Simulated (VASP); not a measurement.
Band structure of KAu5 (space group P6/mmm). These are LDA (Ceperley-Alder, Perdew-Zunger), VASP's LDA PAW potentials (set 64) (plane waves; VASP) values and carry that method's errors.

Unless said otherwise, spin-orbit coupling is left out, though it shifts the bands of the heavy elements here.

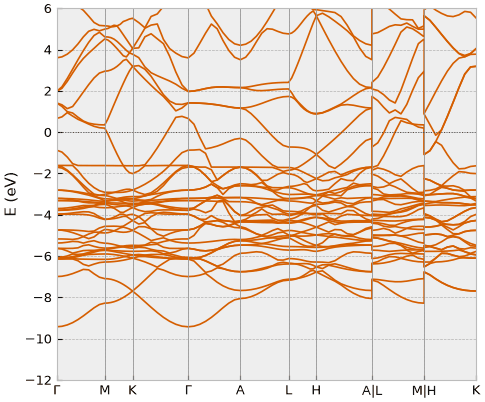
Figure: Bands along high-symmetry lines, zero at the valence-band maximum or, without a gap, the Fermi level

Question: Read the plot: is there a gap, and where are the band edges?

Answer: It has no gap at this level: it comes out as a metal or semimetal. (Edges off the drawn lines would not show.)

The structure comes from a computed database's KAu5 entry (P6/mmm); how it stands against other phases isn't given here. It was relaxed first, which changed the volume by -6 %.
